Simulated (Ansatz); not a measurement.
# Os: pressure series

The reference is Os in the hcp (Mg type) structure (space group P6_3/mmc, No. 194; a = 2.7294 Å, c = 4.3064 Å).

Cell and atoms are relaxed at each pressure.

All numbers come from DFT with PBEsol, PAW potentials and a 420 eV plane-wave cutoff in Ansatz (a first-principles code), no SOC.

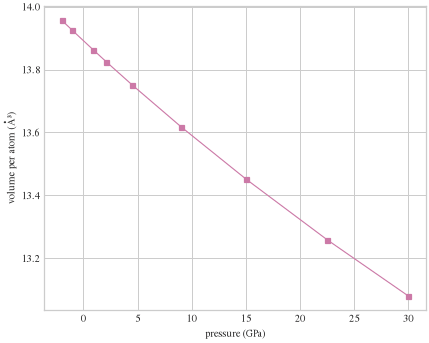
Figure. Volume against pressure

Q: Estimate the zero-pressure bulk modulus from the plot.

A: About 430 GPa; a third-order Birch–Murnaghan fit to the points gives V₀ = 13.89 Å³/atom, B₀ = 432 GPa and B₀′ = 4.7.

Load acts through the strain it causes; cell and atoms are relaxed under it. Whether these cells are dynamically stable was not tested. No other phases were tried under pressure. The final runs are not spin-polarised.
